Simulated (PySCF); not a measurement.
## Electronic structure of C8H6FO (SMILES C=[C]c1c(O)cccc1F) (doublet) in real space

```xyz
16

C     2.8466    1.3287    0.2826
C     1.6581    0.8494    0.1816
C     0.4070    0.3591    0.0775
C     0.1573   -1.0256   -0.2170
O     1.2516   -1.8133   -0.3824
C    -1.1297   -1.5010   -0.3197
C    -2.2246   -0.6590   -0.1428
C    -2.0283    0.6886    0.1443
C    -0.7531    1.1733    0.2492
F    -0.5578    2.4820    0.5271
H     3.3861    1.3510    1.2208
H     3.3810    1.7366   -0.5659
H     0.9766   -2.7171   -0.5811
H    -1.2908   -2.5477   -0.5425
H    -3.2242   -1.0522   -0.2289
H    -2.8631    1.3563    0.2856
```

Geometry: GFN2-xTB.

Level of theory: UKS B3LYP, pcH-1 on C F H O, non-relativistic, mean-field spin-orbit, GIAO (PySCF 2.14.0, density-fitted response routines).

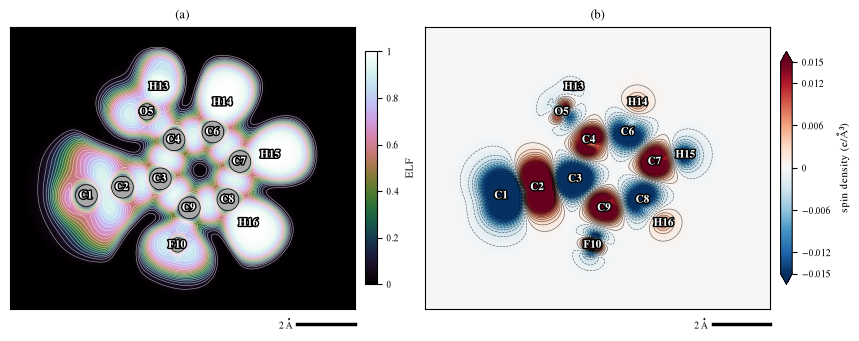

Figure 1. (a) electron localisation function; (b) spin density on the plane of atoms C4, C6 and C7. Grey discs cover the atomic cores in the ELF map.

What does the map show?

The section cuts through C, O, F and H sites. C–C (1.29 Å): the ELF peaks at about 0.90 between the atoms: a multiple bond. C–F (1.35 Å): the ELF peaks at about 0.85 between the atoms (a polar covalent bond). C–O (1.36 Å): the ELF peaks at about 0.90 between the atoms, as expected for a shared but strongly polarised pair. O–H (0.97 Å): the ELF climbs to about 1 towards the hydrogen, as it does in any bond to H (an ordinary covalent bond to hydrogen). C–C (1.35 Å): the ELF peaks at about 0.95 between the atoms (localised, covalent bonding). The ELF also peaks beside F10 and O5, away from the bonds: non-bonding electrons, paired or unpaired. The unpaired spin (1 electron) lies mostly on C2 (about 0.4), C7 (about 0.2), C9 (about 0.2) and C4 (about 0.1), in electrons by Hirshfeld's partition.

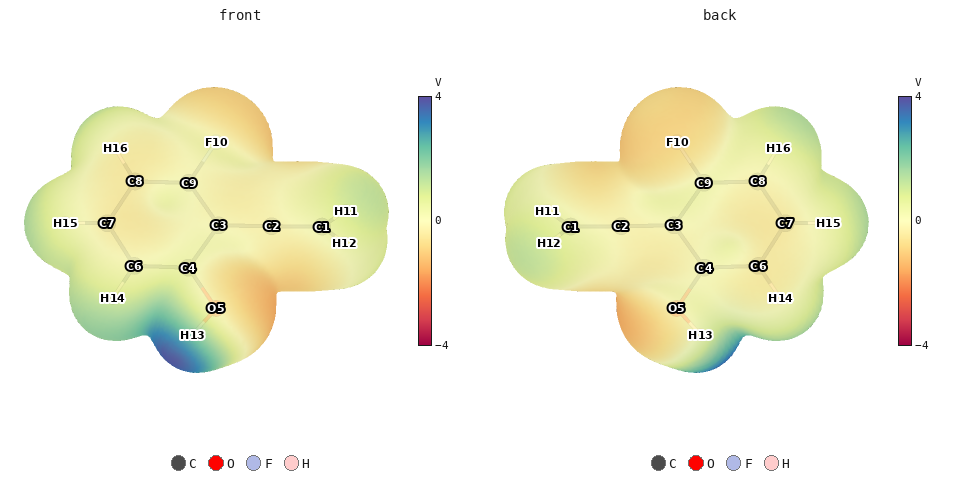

Figure 2. The electrostatic potential painted on the density surface at 0.004 e/bohr³, seen from the front and from behind; the colour scale runs from red (negative) to blue (positive).

Which sites attract a positive test charge, and which a negative one?

A positive charge is drawn to the negative regions and a negative charge to the positive ones. The most negative region (about −1.5 V) lies over O5, the most positive (about +3.8 V) over H13. O5 is the likeliest acceptor of a hydrogen bond.
